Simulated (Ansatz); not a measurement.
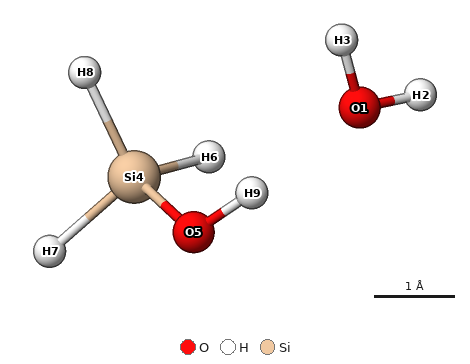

Figure 1. The starting structure (ball-and-stick view, seen at a tilt; atoms are numbered from 1 in the order of the input). Bond lengths as drawn: H–O 0.96 to 0.97 Å, H–Si 1.48 to 1.49 Å and O–Si 1.64 Å.

# Molecular dynamics of SiH6O2 (part 1 of 3)

The run: molecular dynamics of SiH6O2. Method and program: RKS PBE0-D4/def2-SVP (Ansatz 0.2.0).

Figures and captions count atoms from 1; the log counts them from 0 in places.

Input
```yaml
crystal:
  periodic: [false, false, false]
  atoms:
    - {symbol: O, position_ang: [-0.205752, 0.063755, -2.203648]}
    - {symbol: H, position_ang: [0.420982, -0.580118, -2.542282]}
    - {symbol: H, position_ang: [-1.078766, -0.286378, -2.396549]}
    - {symbol: Si, position_ang: [0.149514, -0.016398, 1.541536]}
    - {symbol: O, position_ang: [0.253296, 1.109161, 0.360187]}
    - {symbol: H, position_ang: [1.137814, -1.120256, 1.360091]}
    - {symbol: H, position_ang: [0.420758, 0.670771, 2.827024]}
    - {symbol: H, position_ang: [-1.200962, -0.649107, 1.603901]}
    - {symbol: H, position_ang: [0.103116, 0.808667, -0.550359]}
basis:
  gaussian: {orbitals: def2-SVP}
hamiltonian: {xc: pbe0, dispersion: d4}
md: {n_steps: 40, timestep: 1.0, temperature: 500, ensemble: nvt_nose_hoover, seed: 815, initial_velocities: maxwell_boltzmann}
```

Launched with:
```bash
ansatz run in.yaml --threads 4 --pin off --events-out ev --progress --plain --max-ram 9574MiB
```

Output
```
Functional definition: PBE0
  name "PBE0"
  cite "Adamo & Barone, J. Chem. Phys. 110, 6158 (1999) doi:10.1063/1.478522"
  cite "Perdew, Burke & Ernzerhof, Phys. Rev. Lett. 77, 3865 (1996) doi:10.1103/PhysRevLett.77.3865"
  parent pbe
  parameter a = 0.25
  parameter kappa = 0.804
  parameter beta = 0.06672455060314922
  exchange = (1 - a)*pbe_x(kappa = kappa, mu = beta*pi^2/3) + a*exact_x
  correlation = pbe_c(beta = beta)
784 factors; integrals over basis functions are off by at most 3.1e-4 eV
mean field evaluation 1: about -12050.6551 eV, gradient 6.0e1 eV
mean field evaluation 2: about -12042.7823 eV, gradient 8.8e1 eV
mean field evaluation 4: about -12056.6850 eV, gradient 3.9e0 eV
mean field evaluation 8: about -12056.7086 eV, gradient 9.7e-3 eV
mean field -12056.70855351 eV, -443.0758670108 hartree, gradient 3.6e-5 eV, S^2 0.000000; 0 other end points of the search recorded, 0 dependent functions left out
the calculation of the forces begins
reference -12056.70857891 eV, -443.0758679443 hartree; 18, 18 occupied and 58, 58 virtual orbitals, 784 factors
md step     0: t =     0.00 fs  T =   500.0 K  F+E_penalty+E_count = -12056.79298227 eV  E_kin = 0.452410 eV  conserved = -12056.34057227 eV  (22 SCF iters)
these checks for a lower state are left out or cut short: starts, cluster_reference, orbital_swaps, neighbouring_geometries, increment
784 factors; integrals over basis functions are off by at most 3.5e-4 eV
mean field evaluation 16: about -12056.6264 eV, gradient 4.2e-2 eV
mean field -12056.62641701 eV, -443.0728485504 hartree, gradient 2.0e-5 eV, S^2 0.000000; 0 other end points of the search recorded, 0 dependent functions left out
the calculation of the forces begins
reference -12056.62644244 eV, -443.0728494847 hartree; 18, 18 occupied and 58, 58 virtual orbitals, 784 factors
md step     1: t =     1.00 fs  T =   420.8 K  F+E_penalty+E_count = -12056.71111694 eV  E_kin = 0.380776 eV  conserved = -12056.33034220 eV  (23 SCF iters, 3 dispersion substeps)
[... from here on the SCF iterations and repeated set-up lines of each step are left out, up to the last step ...]
md step     2: t =     2.00 fs  T =   355.0 K  F+E_penalty+E_count = -12056.64110193 eV  E_kin = 0.321230 eV  conserved = -12056.31988490 eV  (22 SCF iters, 3 dispersion substeps)
md step     3: t =     3.00 fs  T =   416.4 K  F+E_penalty+E_count = -12056.71181957 eV  E_kin = 0.376755 eV  conserved = -12056.33510891 eV  (23 SCF iters, 3 dispersion substeps)
md step     4: t =     4.00 fs  T =   435.2 K  F+E_penalty+E_count = -12056.73164233 eV  E_kin = 0.393786 eV  conserved = -12056.33794731 eV  (24 SCF iters, 3 dispersion substeps)
md step     5: t =     5.00 fs  T =   344.6 K  F+E_penalty+E_count = -12056.64019040 eV  E_kin = 0.311824 eV  conserved = -12056.32851162 eV  (24 SCF iters, 3 dispersion substeps)
md step     6: t =     6.00 fs  T =   269.3 K  F+E_penalty+E_count = -12056.56645433 eV  E_kin = 0.243655 eV  conserved = -12056.32300379 eV  (23 SCF iters, 3 dispersion substeps)
md step     7: t =     7.00 fs  T =   296.7 K  F+E_penalty+E_count = -12056.59471765 eV  E_kin = 0.268417 eV  conserved = -12056.32658241 eV  (23 SCF iters, 3 dispersion substeps)
md step     8: t =     8.00 fs  T =   368.5 K  F+E_penalty+E_count = -12056.66943599 eV  E_kin = 0.333391 eV  conserved = -12056.33644174 eV  (24 SCF iters, 3 dispersion substeps)
md step     9: t =     9.00 fs  T =   348.1 K  F+E_penalty+E_count = -12056.65185032 eV  E_kin = 0.314923 eV  conserved = -12056.33746648 eV  (23 SCF iters, 3 dispersion substeps)
md step    10: t =    10.00 fs  T =   254.8 K  F+E_penalty+E_count = -12056.55112782 eV  E_kin = 0.230591 eV  conserved = -12056.32121320 eV  (22 SCF iters, 3 dispersion substeps)
md step    11: t =    11.00 fs  T =   281.2 K  F+E_penalty+E_count = -12056.57947800 eV  E_kin = 0.254474 eV  conserved = -12056.32582531 eV  (22 SCF iters, 3 dispersion substeps)
md step    12: t =    12.00 fs  T =   381.1 K  F+E_penalty+E_count = -12056.68239173 eV  E_kin = 0.344782 eV  conserved = -12056.33863563 eV  (24 SCF iters, 3 dispersion substeps)
md step    13: t =    13.00 fs  T =   380.3 K  F+E_penalty+E_count = -12056.67685073 eV  E_kin = 0.344116 eV  conserved = -12056.33401427 eV  (23 SCF iters, 3 dispersion substeps)
md step    14: t =    14.00 fs  T =   315.3 K  F+E_penalty+E_count = -12056.60950723 eV  E_kin = 0.285282 eV  conserved = -12056.32575134 eV  (24 SCF iters, 3 dispersion substeps)
md step    15: t =    15.00 fs  T =   308.1 K  F+E_penalty+E_count = -12056.60127250 eV  E_kin = 0.278789 eV  conserved = -12056.32425244 eV  (23 SCF iters, 3 dispersion substeps)
md step    16: t =    16.00 fs  T =   381.8 K  F+E_penalty+E_count = -12056.67469011 eV  E_kin = 0.345479 eV  conserved = -12056.33127150 eV  (23 SCF iters, 3 dispersion substeps)
md step    17: t =    17.00 fs  T =   428.9 K  F+E_penalty+E_count = -12056.72480834 eV  E_kin = 0.388109 eV  conserved = -12056.33912030 eV  (22 SCF iters, 3 dispersion substeps)
md step    18: t =    18.00 fs  T =   362.1 K  F+E_penalty+E_count = -12056.65514195 eV  E_kin = 0.327651 eV  conserved = -12056.33027648 eV  (22 SCF iters, 3 dispersion substeps)
md step    19: t =    19.00 fs  T =   306.9 K  F+E_penalty+E_count = -12056.59635160 eV  E_kin = 0.277730 eV  conserved = -12056.32173207 eV  (24 SCF iters, 3 dispersion substeps)
md step    20: t =    20.00 fs  T =   360.3 K  F+E_penalty+E_count = -12056.65639038 eV  E_kin = 0.326010 eV  conserved = -12056.33383837 eV  (22 SCF iters, 3 dispersion substeps)
md step    21: t =    21.00 fs  T =   384.4 K  F+E_penalty+E_count = -12056.68049771 eV  E_kin = 0.347793 eV  conserved = -12056.33657028 eV  (23 SCF iters, 3 dispersion substeps)
md step    22: t =    22.00 fs  T =   315.8 K  F+E_penalty+E_count = -12056.61145079 eV  E_kin = 0.285779 eV  conserved = -12056.32993707 eV  (24 SCF iters, 3 dispersion substeps)
md step    23: t =    23.00 fs  T =   242.5 K  F+E_penalty+E_count = -12056.53940851 eV  E_kin = 0.219397 eV  conserved = -12056.32461358 eV  (23 SCF iters, 3 dispersion substeps)
md step    24: t =    24.00 fs  T =   245.3 K  F+E_penalty+E_count = -12056.54333477 eV  E_kin = 0.221927 eV  conserved = -12056.32632842 eV  (22 SCF iters, 3 dispersion substeps)
md step    25: t =    25.00 fs  T =   294.6 K  F+E_penalty+E_count = -12056.59554771 eV  E_kin = 0.266562 eV  conserved = -12056.33428369 eV  (23 SCF iters, 3 dispersion substeps)
md step    26: t =    26.00 fs  T =   283.4 K  F+E_penalty+E_count = -12056.58612147 eV  E_kin = 0.256384 eV  conserved = -12056.33546283 eV  (23 SCF iters, 3 dispersion substeps)
md step    27: t =    27.00 fs  T =   220.3 K  F+E_penalty+E_count = -12056.51678002 eV  E_kin = 0.199341 eV  conserved = -12056.32355742 eV  (22 SCF iters, 3 dispersion substeps)
md step    28: t =    28.00 fs  T =   242.4 K  F+E_penalty+E_count = -12056.54067529 eV  E_kin = 0.219322 eV  conserved = -12056.32785705 eV  (22 SCF iters, 3 dispersion substeps)
md step    29: t =    29.00 fs  T =   310.6 K  F+E_penalty+E_count = -12056.60963482 eV  E_kin = 0.281043 eV  conserved = -12056.33558274 eV  (22 SCF iters, 3 dispersion substeps)
md step    30: t =    30.00 fs  T =   311.7 K  F+E_penalty+E_count = -12056.60714739 eV  E_kin = 0.282051 eV  conserved = -12056.33265886 eV  (22 SCF iters, 3 dispersion substeps)
md step    31: t =    31.00 fs  T =   267.5 K  F+E_penalty+E_count = -12056.56156910 eV  E_kin = 0.242002 eV  conserved = -12056.32768359 eV  (23 SCF iters, 3 dispersion substeps)
md step    32: t =    32.00 fs  T =   253.9 K  F+E_penalty+E_count = -12056.54682995 eV  E_kin = 0.229765 eV  conserved = -12056.32570252 eV  (23 SCF iters, 3 dispersion substeps)
md step    33: t =    33.00 fs  T =   297.3 K  F+E_penalty+E_count = -12056.59003024 eV  E_kin = 0.269017 eV  conserved = -12056.33022814 eV  (24 SCF iters, 3 dispersion substeps)
md step    34: t =    34.00 fs  T =   329.4 K  F+E_penalty+E_count = -12056.62432099 eV  E_kin = 0.298017 eV  conserved = -12056.33620101 eV  (23 SCF iters, 3 dispersion substeps)
md step    35: t =    35.00 fs  T =   289.4 K  F+E_penalty+E_count = -12056.58045676 eV  E_kin = 0.261854 eV  conserved = -12056.32919426 eV  (24 SCF iters, 3 dispersion substeps)
md step    36: t =    36.00 fs  T =   270.5 K  F+E_penalty+E_count = -12056.55868629 eV  E_kin = 0.244749 eV  conserved = -12056.32518084 eV  (22 SCF iters, 3 dispersion substeps)
md step    37: t =    37.00 fs  T =   315.7 K  F+E_penalty+E_count = -12056.60850656 eV  E_kin = 0.285671 eV  conserved = -12056.33478848 eV  (24 SCF iters, 3 dispersion substeps)
md step    38: t =    38.00 fs  T =   317.2 K  F+E_penalty+E_count = -12056.60760678 eV  E_kin = 0.287003 eV  conserved = -12056.33334627 eV  (24 SCF iters, 3 dispersion substeps)
md step    39: t =    39.00 fs  T =   267.3 K  F+E_penalty+E_count = -12056.55696055 eV  E_kin = 0.241892 eV  conserved = -12056.32856186 eV  (23 SCF iters, 3 dispersion substeps)
these checks for a lower state are left out or cut short: starts, cluster_reference, orbital_swaps, neighbouring_geometries, increment
784 factors; integrals over basis functions are off by at most 4.3e-4 eV
mean field -12056.43310529 eV, -443.0657444754 hartree, gradient 1.9e-5 eV, S^2 0.000000; 0 other end points of the search recorded, 0 dependent functions left out
the calculation of the forces begins
reference -12056.43313087 eV, -443.0657454157 hartree; 18, 18 occupied and 58, 58 virtual orbitals, 784 factors
784 factors; integrals over basis functions are off by at most 4.3e-4 eV
mean field -12056.43310529 eV, -443.0657444754 hartree, gradient 1.9e-5 eV, S^2 0.000000; 1 other end points of the search recorded, 0 dependent functions left out
the calculation of the forces begins
reference -12056.43313087 eV, -443.0657454157 hartree; 18, 18 occupied and 58, 58 virtual orbitals, 784 factors
md step    40: t =    40.00 fs  T =   234.2 K  F+E_penalty+E_count = -12056.52427871 eV  E_kin = 0.211948 eV  conserved = -12056.32649211 eV  (23 SCF iters, 3 dispersion substeps)
```

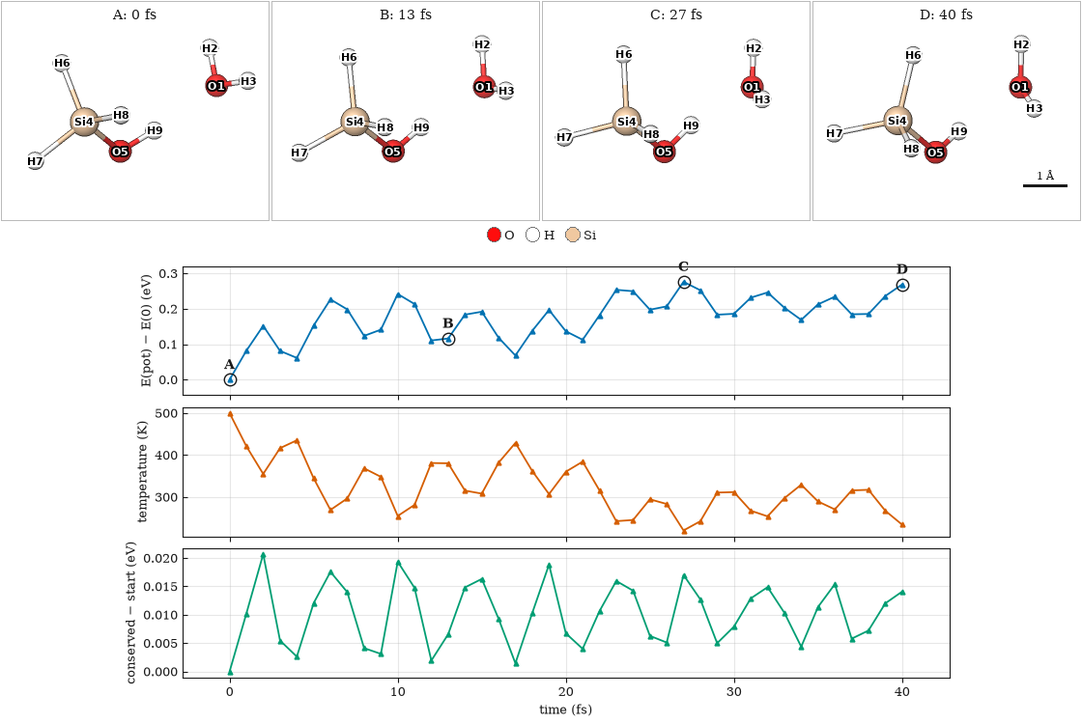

Figure 2. Frames of the molecular dynamics (ball-and-stick, seen at a tilt) above the curves, on which the letters mark them. The trajectory kept here has 41 frames over 40 fs. The temperature starts at 500 K, ranges from 220 to 500 K and averages 288 K over the second half. The potential energy ends 0.269 eV above its first value. The conserved quantity stays within 0.021 eV. After an unweighted best fit of the last frame on the first, the root-mean-square displacement is 0.45 Å.

```
Total energy: -12056.52430429 eV, -443.0690959770 hartree
Atom 0 at    -0.071830     0.069620    -2.048005 Å, force    -0.378351    -2.259433    -0.325384 eV/Å
Atom 1 at     0.169849    -0.915457    -2.190292 Å, force    -0.815957     2.514867     0.499148 eV/Å
Atom 2 at    -0.993045     0.084067    -1.683656 Å, force     1.152135    -0.308174    -0.537666 eV/Å
Atom 3 at     0.167046    -0.036608     1.460898 Å, force     0.309457    -0.087410    -0.068498 eV/Å
Atom 4 at     0.073885     1.126752     0.299607 Å, force    -0.157564     0.527120     0.454652 eV/Å
Atom 5 at     0.529678    -1.392108     0.810675 Å, force    -0.074618     0.576150     0.491631 eV/Å
Atom 6 at     1.117114     0.413018     2.550780 Å, force     0.022410    -0.370091    -0.315751 eV/Å
Atom 7 at    -1.140320    -0.145317     2.169087 Å, force    -0.146265    -0.166575    -0.100342 eV/Å
Atom 8 at     0.353187     0.990171    -0.616865 Å, force     0.088751    -0.426453    -0.097790 eV/Å
Dipole moment:    -0.122947    -0.504166    -0.333599 e Å
```

Trajectory as extended XYZ (Å, eV, eV/Å), 41 frames, from step=0 to step=40
```
9
Properties=species:S:1:pos:R:3:forces:R:3 step=0 time_fs=0.0 energy=-12056.79298 temperature=500.0
O    -0.2058    0.0638   -2.2036    0.0829   0.2902   0.2487
H     0.4210   -0.5801   -2.5423    0.0183  -0.1412  -0.0591
H    -1.0788   -0.2864   -2.3965   -0.0823  -0.1226  -0.0497
Si    0.1495   -0.0164    1.5415   -0.0246  -0.2021   0.1835
O     0.2533    1.1092    0.3602    0.0605   0.4441  -0.2839
H     1.1378   -1.1203    1.3601    0.0970  -0.1442   0.0208
H     0.4208    0.6708    2.8270    0.0212   0.0207   0.1455
H    -1.2010   -0.6491    1.6039   -0.1387  -0.0987   0.0435
H     0.1031    0.8087   -0.5504   -0.0341  -0.0463  -0.2493
9
Properties=species:S:1:pos:R:3:forces:R:3 step=1 time_fs=1.0 energy=-12056.71112 temperature=420.8
O    -0.2009    0.0636   -2.2003   -0.9014   2.1695   1.1905
H     0.3809   -0.5685   -2.5261    1.7971  -1.8648  -0.9529
H    -1.0647   -0.2843   -2.3688   -0.8729  -0.2882  -0.1262
Si    0.1517   -0.0167    1.5414   -0.4895  -0.1035  -0.0194
O     0.2477    1.1077    0.3551    0.1975   0.7349   0.7070
H     1.1137   -1.1169    1.3217    0.2763  -0.3412   0.0456
H     0.4171    0.6576    2.8277    0.1152   0.0845   0.2181
H    -1.2177   -0.6347    1.6251    0.0505  -0.0414   0.0135
H     0.1256    0.8246   -0.5462   -0.1728  -0.3498  -1.0763
```
